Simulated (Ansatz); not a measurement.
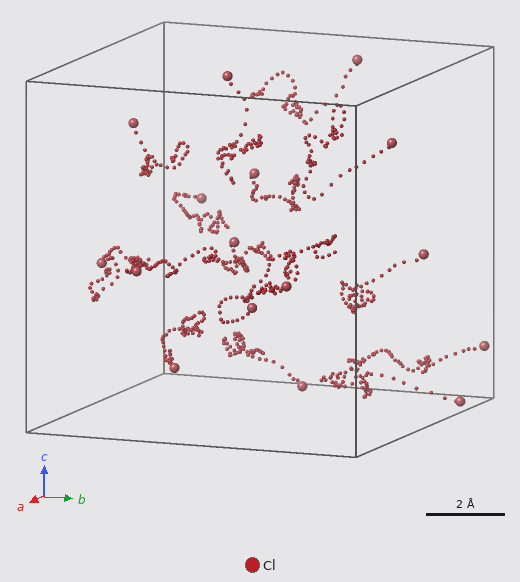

Molecular dynamics of a periodic cell with 8 Cl2 at 1.208 g/cm³, 800 fs long. It starts from the last geometry of an earlier run, with fresh velocities. Dots mark each atom's position at evenly spaced times, in the colour of its element; spheres stand at the starting positions. Seen slightly off an axis in the simulation cell.

All numbers below come from Ansatz 0.2.0, DFT PBE, scalar-relativistic, plane waves, PAW. Set-up: plane-wave cutoff 420 eV; k-point mesh 1 × 1 × 1; Fermi-Dirac smearing 0.05 eV; Langevin thermostat and barostat (NPT); set temperature 1000 K; time step 2 fs; friction 0.02 per fs; target pressure 10 GPa.

The input:
```yaml
crystal:
  lattice:
    - [9.205164, 0.0, 0.0]
    - [0.0, 9.205164, 0.0]
    - [0.0, 0.0, 9.205164]
  atoms:
    - { symbol: Cl, position: [0.04323255, 0.13211938, 0.51498803] }
    - { symbol: Cl, position: [-0.11388239, 0.28705061, 0.46043507] }
    - { symbol: Cl, position: [0.42265144, -0.03562264, 0.47821223] }
    - { symbol: Cl, position: [0.60385433, 0.06330246, 0.42046957] }
    - { symbol: Cl, position: [0.23860926, 0.51909869, 1.04026958] }
    - { symbol: Cl, position: [0.07421706, 0.61730094, 0.94868818] }
    - { symbol: Cl, position: [0.01581412, 0.97834402, 1.1499745] }
    - { symbol: Cl, position: [0.18960188, 0.9780292, 1.02105663] }
    - { symbol: Cl, position: [0.57280101, -0.0694228, 0.81822861] }
    - { symbol: Cl, position: [0.58097907, 0.14997113, 0.82094002] }
    - { symbol: Cl, position: [0.90930924, 0.7513727, 0.45399938] }
    - { symbol: Cl, position: [0.7863459, 0.59577944, 0.36109702] }
    - { symbol: Cl, position: [0.66678888, 0.47110041, -0.00804246] }
    - { symbol: Cl, position: [0.68204599, 0.31646413, 0.15325463] }
    - { symbol: Cl, position: [0.40087083, 0.44162523, 0.66812821] }
    - { symbol: Cl, position: [0.53070562, 0.43476889, 0.49368179] }
basis:
  ecutwfc: 420.0
kpoints:
  mp_grid: { grid: [1, 1, 1] }
hamiltonian:
  xc: pbe
scf:
  occupations: { method: fermi_dirac, width: 0.05 }
  lower_state_search: "off"
md:
  timestep: 2
  n_steps: 400
  ensemble: npt_langevin
  temperature: 1000.0
  initial_velocities: maxwell_boltzmann
  seed: 513950
  friction: 0.02
  pressure: 10.0
  fix_cell: []
```

Run as
```bash
ansatz run input.yaml --threads 1 --pin off --max-ram 3072MiB --backend cpu --events-out ev --progress --plain --runs-dir out
```

Q: How do the atoms move?

A: In the second half of the run the atoms are, in the root-mean-square, this far from where they began (common drift taken out): Cl 1.28 Å. The molecules turn and drift from their places. Bond changes: 9 Cl–Cl bonds form between 156 fs and 632 fs; 3 Cl–Cl bonds break between 348 fs and 718 fs; one Cl–Cl contact opens and closes in turn.

The run took 5.1 min on 1 thread of AMD EPYC 9R45 96-Core Processor (Zen 5), on a shared host, peak memory 0.65 GiB.
